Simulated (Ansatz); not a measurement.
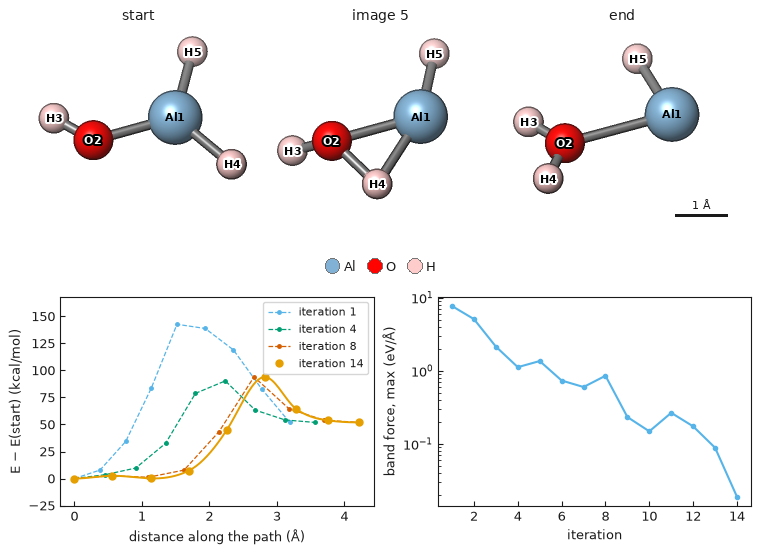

NEB run on AlH3O. Images are numbered from 0 (start) to 8 (end). The plot follows the band through its iterations. A ball-and-stick model, seen from a free direction.

Theory: RHF/def2-TZVP (Ansatz). Set-up: 7 movable images; climbing image; force threshold 0.05 eV/Å; iteration limit 60; starting path through a guess of the saddle point.

> How did the profile develop, and is the result final?

The run is converged, with reservations. The band converged in 14 iterations. The largest component of the band force went from 7.7 to 0.019 eV/Å. The climbing image converged on the top of the path. Its vibrational analysis gives one imaginary mode (2046i cm⁻¹), as a transition state must have. The first iteration put the highest image at 142.7 kcal/mol. The highest point, image 5, lies 93.9 kcal/mol above the start and 42.0 kcal/mol above the end; the end is at +51.9 kcal/mol relative to the start.

Limits of the set-up: Hartree-Fock leaves out electron correlation.
